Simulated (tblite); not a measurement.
# Geometry relaxation of C₄H₁₅P₃Si (part 1 of 3)

System: C₄H₁₅P₃Si, SMILES CC(C)(C)P([SiH3])PP.
Method: GFN2-xTB geometry optimisation, gas phase (tblite 0.8.0).

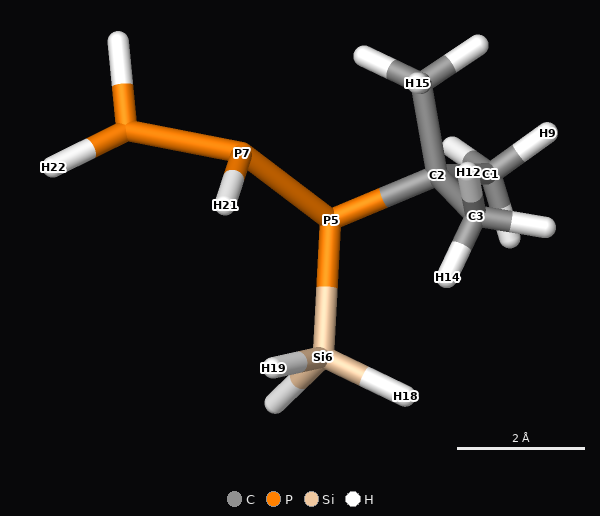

The starting structure (stick view, seen on its broad side; atoms are numbered from 1 in the order of the input). Bond lengths as drawn: C–C 1.49 to 1.52 Å, C–H 1.10 to 1.12 Å, C–P 1.85 Å, H–P 1.43 to 1.46 Å, H–Si 1.45 to 1.49 Å, P–P 2.20 to 2.21 Å and P–Si 2.19 Å.

### The input
```
{"job": {"kind": "relax", "xc": "GFN2-xTB", "basis": "xTB"}, "charge": 0, "multiplicity": 1}
C     -1.992900    -1.089800    -0.941100
C     -1.147000    -0.271800    -0.026000
C     -1.678900     1.073400     0.323000
C     -1.051300    -1.040900     1.286300
P      0.602000    -0.148200    -0.631200
Si     0.955800     1.625000    -1.874900
P      1.882400    -0.062400     1.163700
P      3.644100    -1.297500     0.710800
H     -2.954400    -1.398800    -0.482800
H     -2.187200    -0.584900    -1.902500
H     -1.445300    -2.022000    -1.188700
H     -1.617400     1.194100     1.427000
H     -2.745000     1.234100     0.056600
H     -1.110200     1.917700    -0.127100
H     -0.986800    -0.256000     2.085900
H     -0.206600    -1.747000     1.322100
H     -2.011400    -1.577000     1.453900
H     -0.257900     2.336300    -2.238500
H      1.771600     2.567100    -1.056700
H      1.785300     1.345100    -3.066900
H      2.248100     1.320500     1.434800
H      4.874500    -0.566700     0.812400
H      3.623900    -2.523400     1.469900
```

The first line tells a small driver script what to run in tblite; the rest is the geometry in Å.

Hardware: 1 CPU thread, shared host.

Run as:
```bash
OMP_NUM_THREADS=1 python <driver script> task.json out
```

### What the program printed
```
step      E/eV     max force
  0    -692.18397    2.540
  1    -692.63648    2.149
  2    -693.11650    1.395
  3    -693.36121    1.366
  4    -693.58207    1.070
  5    -693.70458    0.947
  6    -693.80581    0.576
  7    -693.86034    0.585
  8    -693.91409    0.580
  9    -693.95221    0.558
 10    -693.99158    0.436
 11    -694.03122    0.474
 12    -694.06383    0.417
 13    -694.08906    0.353
 14    -694.10833    0.368
 15    -694.12166    0.263
 16    -694.13107    0.192
 17    -694.13886    0.216
 18    -694.14889    0.251
 19    -694.16247    0.303
 20    -694.17657    0.308
 21    -694.18729    0.244
 22    -694.19552    0.216
 23    -694.20326    0.253
 24    -694.21301    0.252
 25    -694.22505    0.257
 26    -694.23730    0.291
 27    -694.24880    0.275
 28    -694.26018    0.281
 29    -694.27142    0.260
 30    -694.28168    0.236
 31    -694.29046    0.199
 32    -694.29796    0.188
 33    -694.30562    0.182
 34    -694.31504    0.196
 35    -694.32668    0.249
 36    -694.33878    0.375
 37    -694.35066    0.520
 38    -694.36345    0.419
 39    -694.37870    0.307
 40    -694.38756    0.357
 41    -694.40517    0.426
 42    -694.42261    0.418
 43    -694.44500    0.348
 44    -694.43794    0.524
 45    -694.46494    0.292
 46    -694.47255    0.228
 47    -694.47878    0.193
 48    -694.48921    0.180
 49    -694.49502    0.185
 50    -694.50313    0.165
 51    -694.50884    0.167
 52    -694.51489    0.180
 53    -694.51935    0.186
 54    -694.52293    0.150
 55    -694.52613    0.130
 56    -694.52976    0.138
 57    -694.53410    0.136
 58    -694.53842    0.136
 59    -694.54103    0.109
 60    -694.54235    0.076
 61    -694.54326    0.078
 62    -694.54480    0.071
 63    -694.54642    0.091
 64    -694.54898    0.107
 65    -694.55143    0.098
 66    -694.55383    0.100
 67    -694.55592    0.105
 68    -694.55781    0.098
 69    -694.55947    0.087
 70    -694.56096    0.085
 71    -694.56234    0.071
 72    -694.56372    0.063
 73    -694.56510    0.072
 74    -694.56632    0.070
 75    -694.56726    0.068
 76    -694.56806    0.076
 77    -694.56895    0.088
 78    -694.57006    0.077
 79    -694.57125    0.054
 80    -694.57224    0.058
 81    -694.57295    0.054
 82    -694.57353    0.049
 83    -694.57406    0.040
 84    -694.57452    0.037
 85    -694.57488    0.041
 86    -694.57520    0.056
 87    -694.57561    0.063
 88    -694.57616    0.058
 89    -694.57677    0.040
 90    -694.57724    0.041
 91    -694.57755    0.049
 92    -694.57784    0.051
 93    -694.57829    0.059
 94    -694.57910    0.054
 95    -694.57994    0.059
 96    -694.58067    0.055
 97    -694.58125    0.045
 98    -694.58171    0.039
 99    -694.58210    0.043
100    -694.58248    0.042
101    -694.58287    0.038
102    -694.58333    0.043
103    -694.58390    0.043
104    -694.58461    0.057
105    -694.58546    0.074
106    -694.58616    0.077
107    -694.58712    0.059
108    -694.58788    0.046
109    -694.58850    0.054
110    -694.58886    0.055
111    -694.58926    0.038
112    -694.58951    0.038
113    -694.58967    0.031
114    -694.58981    0.031
115    -694.58996    0.032
116    -694.59011    0.036
117    -694.59027    0.034
118    -694.59049    0.044
119    -694.59075    0.034
120    -694.59111    0.047
121    -694.59152    0.050
122    -694.59195    0.045
123    -694.59228    0.043
124    -694.59271    0.047
125    -694.59311    0.041
126    -694.59355    0.041
127    -694.59408    0.054
128    -694.59472    0.090
129    -694.59534    0.088
130    -694.59637    0.059
131    -694.59761    0.058
132    -694.59833    0.065
133    -694.59955    0.075
134    -694.60072    0.087
135    -694.60212    0.094
136    -694.60311    0.088
137    -694.60400    0.069
138    -694.60516    0.088
139    -694.60653    0.079
140    -694.60758    0.078
141    -694.60836    0.068
142    -694.60936    0.072
143    -694.61008    0.064
144    -694.61071    0.074
145    -694.61136    0.070
146    -694.61224    0.079
147    -694.61365    0.093
148    -694.61542    0.086
149    -694.61728    0.080
150    -694.61910    0.074
151    -694.62088    0.116
152    -694.62235    0.134
153    -694.62377    0.075
154    -694.62471    0.072
155    -694.62541    0.079
156    -694.62601    0.074
157    -694.62668    0.052
158    -694.62753    0.043
159    -694.62783    0.047
160    -694.62833    0.059
161    -694.62884    0.066
162    -694.62961    0.062
163    -694.63038    0.060
164    -694.63106    0.055
165    -694.63155    0.044
166    -694.63189    0.047
167    -694.63215    0.038
168    -694.63237    0.028
169    -694.63257    0.023
170    -694.63268    0.024
171    -694.63288    0.030
172    -694.63305    0.033
173    -694.63326    0.028
174    -694.63346    0.026
175    -694.63365    0.033
176    -694.63382    0.031
177    -694.63398    0.027
178    -694.63415    0.031
179    -694.63432    0.035
180    -694.63448    0.031
181    -694.63459    0.022
182    -694.63465    0.018
183    -694.63469    0.016
184    -694.63473    0.016
185    -694.63479    0.020
186    -694.63485    0.018
187    -694.63491    0.013
188    -694.63495    0.014
189    -694.63499    0.015
190    -694.63503    0.014
191    -694.63507    0.012
192    -694.63510    0.012
193    -694.63514    0.013
194    -694.63519    0.017
195    -694.63524    0.022
196    -694.63530    0.021
197    -694.63536    0.016
198    -694.63540    0.012
199    -694.63545    0.013
200    -694.63549    0.015
201    -694.63554    0.017
202    -694.63559    0.014
203    -694.63562    0.012
204    -694.63564    0.008
```

### Trajectory as extended XYZ (Å, eV, eV/Å), 21 of the 205 frames kept, from step=0 to step=204
```
23
Properties=species:S:1:pos:R:3:forces:R:3 step=0 energy=-692.18397
C    -1.9929   -1.0898   -0.9411   -0.3630  -0.9080  -1.4740
C    -1.1470   -0.2718   -0.0260    0.5010  -0.1570   1.3450
C    -1.6789    1.0734    0.3230   -1.1510   2.2130   0.4780
C    -1.0513   -1.0409    1.2863   -0.7260  -0.0790   1.2010
P     0.6020   -0.1482   -0.6312    1.8030  -1.4210  -0.8880
Si    0.9558    1.6250   -1.8749    0.7250   1.0160  -0.0150
P     1.8824   -0.0624    1.1637   -0.4570   0.1450   1.4400
P     3.6441   -1.2975    0.7108   -0.1690  -0.0090  -2.4060
H    -2.9544   -1.3988   -0.4828    0.5120   0.4420  -0.2480
H    -2.1872   -0.5849   -1.9025   -0.0500  -0.1000   0.3640
H    -1.4453   -2.0220   -1.1887   -0.2950   0.3610   0.1000
H    -1.6174    1.1941    1.4270   -0.1490   0.4550  -0.8040
H    -2.7450    1.2341    0.0566    0.5230  -0.2590   0.0110
H    -1.1102    1.9177   -0.1271   -0.4370  -0.5090   0.2350
H    -0.9868   -0.2560    2.0859    0.4870  -1.3720  -0.2190
H    -0.2066   -1.7470    1.3221   -0.4300   0.2140   0.0860
H    -2.0114   -1.5770    1.4539    0.6950   0.1240   0.0490
H    -0.2579    2.3363   -2.2385   -0.1960   0.0030  -0.1700
H     1.7716    2.5671   -1.0567   -0.1690  -0.0760  -0.1790
H     1.7853    1.3451   -3.0669   -0.2960  -0.1920   0.2700
H     2.2481    1.3205    1.4348    0.2840  -0.8530  -0.6600
H     4.8745   -0.5667    0.8124   -0.8130  -0.5390   0.9610
H     3.6239   -2.5234    1.4699    0.1710   1.5010   0.5230
23
Properties=species:S:1:pos:R:3:forces:R:3 step=10 energy=-693.99158
C    -1.9389   -1.0618   -0.9650    0.1250   0.2090   0.2660
C    -1.0965   -0.2692    0.0682    0.0150   0.0300  -0.3030
C    -1.6916    1.1301    0.3253    0.0490  -0.3230  -0.0160
C    -1.0600   -1.0878    1.3639   -0.0190   0.0300  -0.1800
P     0.6833   -0.2513   -0.6184    0.1540  -0.2190  -0.2050
Si    1.0116    1.6462   -1.7936   -0.0760   0.0390  -0.0710
P     1.8685   -0.1630    1.2228   -0.2780  -0.0270   0.1240
P     3.5507   -1.2513    0.3942    0.1440  -0.2150   0.0770
H    -2.9002   -1.2977   -0.5153   -0.1210   0.0180  -0.0500
H    -2.1209   -0.5245   -1.8933    0.1590   0.1730   0.0680
H    -1.4461   -1.9989   -1.2142    0.0650  -0.0210   0.0350
H    -1.6690    1.3454    1.3819    0.0320   0.1280   0.3120
H    -2.7217    1.1630    0.0056   -0.3270  -0.0330  -0.0980
H    -1.1654    1.9316   -0.1792    0.0830  -0.0110  -0.1180
H    -0.8884   -0.4408    2.2131    0.1590   0.0410   0.2140
H    -0.2675   -1.8372    1.3319   -0.0540  -0.0750  -0.0210
H    -2.0028   -1.5945    1.5076   -0.2590  -0.1370   0.0990
H    -0.2336    2.2762   -2.2423   -0.0350  -0.0670   0.0560
H     1.7789    2.6370   -1.0445    0.0760   0.1030   0.1010
H     1.7357    1.2889   -3.0135    0.0680  -0.1320   0.0990
H     2.3862    1.1169    1.1916    0.2310   0.2730  -0.2350
H     4.6018   -0.5965    1.0118    0.0100   0.4360   0.0070
H     3.5809   -2.1339    1.4715   -0.2020  -0.2210  -0.1620
23
Properties=species:S:1:pos:R:3:forces:R:3 step=20 energy=-694.17657
C    -1.9104   -1.0181   -0.9593   -0.0500  -0.0080   0.0080
C    -1.0893   -0.2882    0.1096    0.1610   0.0870  -0.2400
C    -1.6992    1.0969    0.3424   -0.0770   0.0650   0.0900
C    -1.0711   -1.1249    1.3885   -0.0240   0.0160  -0.0680
P     0.6808   -0.2905   -0.6244   -0.0370   0.0460  -0.0070
Si    1.0235    1.6346   -1.7647   -0.0780  -0.1670   0.0700
P     1.8872   -0.0742    1.1761   -0.1230  -0.0120   0.0560
P     3.5538   -1.2159    0.3940    0.0980  -0.0380   0.1620
H    -2.9172   -1.2092   -0.5932   -0.0640  -0.0050   0.0050
H    -1.9878   -0.4069   -1.8599    0.0910  -0.1330  -0.0090
H    -1.4467   -1.9758   -1.2003   -0.0490   0.0830  -0.0820
H    -1.6688    1.3848    1.3846    0.1800   0.0040   0.2500
H    -2.7450    1.0960    0.0526   -0.1450  -0.0300  -0.0670
H    -1.1986    1.8741   -0.2270   -0.0250   0.0080  -0.0190
H    -0.7900   -0.5292    2.2524    0.0620   0.0500   0.0230
H    -0.3550   -1.9409    1.2933   -0.0170  -0.1030  -0.0030
H    -2.0556   -1.5472    1.5643   -0.0980  -0.0380   0.0800
H    -0.2493    2.2074   -2.2076    0.0450  -0.0140  -0.0780
H     1.7642    2.6515   -1.0098   -0.0210   0.0120   0.0120
H     1.8054    1.1893   -2.9154    0.0300   0.0280  -0.0080
H     2.4969    1.1472    0.9041    0.0330   0.1030  -0.0770
H     4.4517   -0.4352    1.1138    0.1500  -0.1010   0.0510
H     3.5158   -2.1985    1.3960   -0.0430   0.1470  -0.1520
23
Properties=species:S:1:pos:R:3:forces:R:3 step=31 energy=-694.29046
C    -1.9134   -0.9814   -1.0111    0.0010  -0.0040   0.0520
C    -1.1022   -0.3088    0.1025    0.0330   0.1290   0.0610
C    -1.7016    1.0673    0.4175   -0.0630   0.1240   0.0860
C    -1.1078   -1.1645    1.3748    0.0140   0.0290  -0.0820
P     0.6785   -0.3384   -0.5814    0.1320   0.1010  -0.0580
Si    1.0007    1.5564   -1.7596   -0.0020  -0.0020   0.0000
P     1.9413    0.1129    1.1530    0.1100  -0.1280  -0.0520
P     3.6415   -1.0574    0.4518   -0.0690   0.0040  -0.0190
H    -2.9545   -1.0880   -0.7141   -0.0430  -0.0140   0.0250
H    -1.8764   -0.3914   -1.9279    0.0230  -0.0150   0.0530
H    -1.5107   -1.9709   -1.2217   -0.0130  -0.0080  -0.0300
H    -1.5101    1.3520    1.4485    0.1630   0.0040   0.0590
H    -2.7842    1.0400    0.2951   -0.0140  -0.0910  -0.0080
H    -1.3278    1.8692   -0.2154    0.0510  -0.1010  -0.1000
H    -0.6331   -0.6125    2.1891   -0.0370  -0.1050  -0.0310
H    -0.5443   -2.0840    1.2153   -0.0510  -0.0520  -0.0030
H    -2.1253   -1.4227    1.6700    0.0440   0.0510  -0.0340
H    -0.2287    2.1044   -2.3251   -0.0630  -0.0560  -0.0600
H     1.6503    2.6195   -0.9765   -0.0810   0.0230  -0.0300
H     1.9164    1.1405   -2.8183    0.0180  -0.0100  -0.0500
H     2.5419    1.2485    0.6150    0.0020   0.1350   0.1460
H     4.5410   -0.5040    1.3639   -0.0980   0.0010   0.0410
H     3.4036   -2.1597    1.2648   -0.0570  -0.0170   0.0340
23
Properties=species:S:1:pos:R:3:forces:R:3 step=41 energy=-694.40517
C    -1.8975   -0.9327   -1.0200    0.0840  -0.0090   0.0630
C    -1.0533   -0.3180    0.1053   -0.1020   0.0940   0.0760
C    -1.6296    1.0431    0.4923    0.0050   0.1650  -0.0230
C    -1.1191   -1.2185    1.3412    0.0280  -0.0270  -0.0920
P     0.7283   -0.3191   -0.5805    0.0980  -0.0770  -0.0490
Si    0.9699    1.5334   -1.8290   -0.0150   0.0660  -0.0440
P     1.9932    0.2138    1.1247    0.1020   0.0110   0.0510
P     3.7123   -0.9817    0.5002   -0.3460   0.2480   0.0060
H    -2.9487   -0.9774   -0.7333    0.0680   0.0560  -0.0220
H    -1.8004   -0.3662   -1.9452   -0.0580   0.0800   0.0500
H    -1.5576   -1.9445   -1.2181    0.0290  -0.1280  -0.0480
H    -1.2130    1.3940    1.4370    0.0470  -0.0210  -0.0870
H    -2.7128    0.9576    0.6024    0.0780  -0.0390   0.1100
H    -1.4494    1.7991   -0.2664    0.0810   0.0510  -0.0940
H    -0.4899   -0.8120    2.1408   -0.1380  -0.1290  -0.1140
H    -0.7800   -2.2262    1.0965    0.0030   0.0480   0.0830
H    -2.1574   -1.2669    1.6803    0.1890  -0.0470   0.0740
H    -0.2666    1.8989   -2.5298    0.0440  -0.0580   0.0510
H     1.4294    2.6779   -1.0181   -0.0760  -0.0390  -0.1550
H     1.9913    1.1384   -2.8087   -0.0480   0.0810   0.0940
H     2.5663    1.4162    0.6737   -0.1080  -0.1300  -0.0130
H     4.4785   -0.6004    1.5970    0.0020   0.0220   0.0580
H     3.2015   -2.0817    1.1677    0.0310  -0.2180   0.0250
```
